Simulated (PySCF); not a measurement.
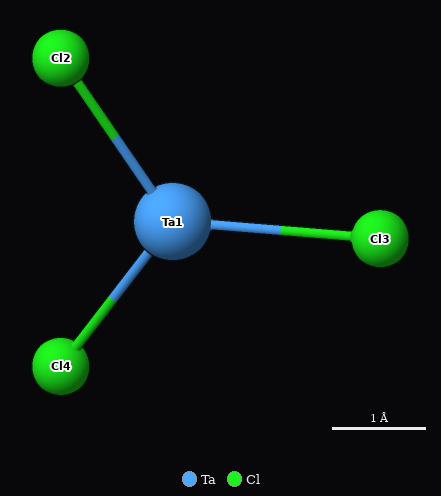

Fig. 1: The structure as given in the input (ball-and-stick view, seen at a tilt; atoms are numbered from 1 in the order of the input). Sticks mark near contacts. Bond lengths as drawn: Cl–Ta 2.27 to 2.28 Å.

Frequency calculation, with input and output: TaCl$_{3}$

System: TaCl$_{3}$.
Method: UKS-based PBE, Ta def2-SVP with ECP60, Cl def2-SVP; non-relativistic Hamiltonian with a scalar-relativistic core potential; density fitting (PySCF 2.14.0).

The input
```python
from pyscf import gto, scf, dft
mol = gto.M(atom='''
Ta     0.017588    -0.000000    -0.010120
Cl    -0.084596     0.000014     2.267720
Cl     1.987193    -0.000021    -1.143385
Cl    -2.003050     0.000008    -1.066536''',
    basis={'Ta': 'def2-SVP', 'Cl': 'def2-SVP'},
    ecp={'Ta': 'def2-SVP'},
    charge=0, spin=0)
mf = dft.UKS(mol, xc='PBE')
mf.grids.atom_grid = (75, 302)
aux = {'Ta': 'def2-universal-JKFIT', 'Cl': 'def2-universal-JKFIT'}
mf = mf.density_fit(auxbasis=aux)
mf.conv_tol = 1e-09
mf.diis_space = 10
mf.max_cycle = 60
mf.verbose = 4
mf.kernel()
```

The script is an equivalent of the set-up of the self-consistent field. The run itself was carried out by a driver, which started from the orbitals of the step before it where there was one and computed the further properties.

Launched with:
```bash
OMP_NUM_THREADS=2 python axn.py task.json out
```

Log
```
init E= -1436.79223697623
  alpha nocc = 32  HOMO = -0.174269001957851  LUMO = -0.135576582921538
  beta  nocc = 32  HOMO = -0.174269002920731  LUMO = -0.135576582921538
  HOMO = -0.174269001958  LUMO = -0.135576582922  gap/eV = 1.05287
cycle= 1 E= -1436.79223697603  delta_E= 1.95e-10  |g|= 1.91e-05  |ddm|= 3.79e-05
  alpha nocc = 32  HOMO = -0.174265677458989  LUMO = -0.135572203921685
  beta  nocc = 32  HOMO = -0.174265678421771  LUMO = -0.135572203921685
  HOMO = -0.174265677459  LUMO = -0.135572203922  gap/eV = 1.05290
cycle= 2 E= -1436.79223697497  delta_E= 1.06e-09  |g|= 4.41e-05  |ddm|= 8.26e-05
  alpha nocc = 32  HOMO = -0.174268936404842  LUMO = -0.13557615683045
  beta  nocc = 32  HOMO = -0.174268937367654  LUMO = -0.13557615683045
  HOMO = -0.174268936405  LUMO = -0.13557615683  gap/eV = 1.05288
cycle= 3 E= -1436.79223697625  delta_E= -1.28e-09  |g|= 7.84e-06  |ddm|= 5.96e-05
  alpha nocc = 32  HOMO = -0.174268164884921  LUMO = -0.135575449555318
  beta  nocc = 32  HOMO = -0.17426816584779  LUMO = -0.135575449555318
  HOMO = -0.174268164885  LUMO = -0.135575449555  gap/eV = 1.05288
cycle= 4 E= -1436.79223697628  delta_E= -3.75e-11  |g|= 8.89e-08  |ddm|= 9.64e-06
  alpha nocc = 32  HOMO = -0.174268178181365  LUMO = -0.13557548080589
  beta  nocc = 32  HOMO = -0.174268179144158  LUMO = -0.13557548080589
  HOMO = -0.174268178181  LUMO = -0.135575480806  gap/eV = 1.05288
Extra cycle  E= -1436.79223697628  delta_E= -1.14e-12  |g|= 1.17e-07  |ddm|= 5.82e-07
converged SCF energy = -1436.79223697628  <S^2> = 0.56022983  2S+1 = 1.8002553
```

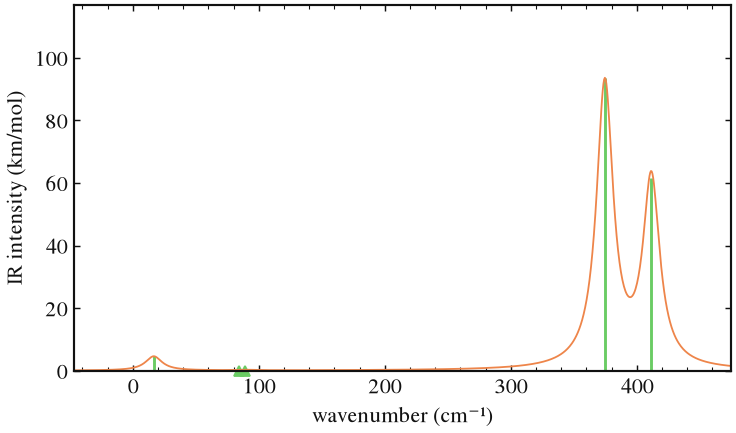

Fig. 2: Harmonic infrared spectrum, unscaled: sticks (degenerate modes added up, dark ones marked on the axis) with a Lorentzian envelope of 16 cm⁻¹ full width, scaled to the tallest stick. 6 modes from 17 to 411 cm⁻¹, none imaginary. The strongest line is at 375 cm⁻¹ (94 km/mol). All modes, in cm⁻¹ (km/mol): 17 (4.7), 84 (0.0), 89 (0.2), 374 (4.1), 375 (90), 411 (62).

Key numbers

- outcome: converged
- total energy: −1436.792237 hartree
- ⟨S²⟩: 0.560
- HOMO: −4.74 eV
- LUMO: −3.69 eV
- zero-point energy: 0.003077 hartree
- dipole moment: 0.27 D
- wavenumbers, lowest and highest: 17 and 411 cm⁻¹
- hardware: 2 threads of Arm Neoverse N1, 98 GiB of memory available, shared host
- wall time: 2.1 min (CPU time 3.8 min)
- peak memory: 1.1 GiB

Notes

Checks after the run noted: the SCF density has lower symmetry than the nuclear frame; a mode under 25 cm-1 is near the numerical noise; spin contamination. ⟨S²⟩ is 0.56 against 0.00 for a pure state: the solution is spin-contaminated.
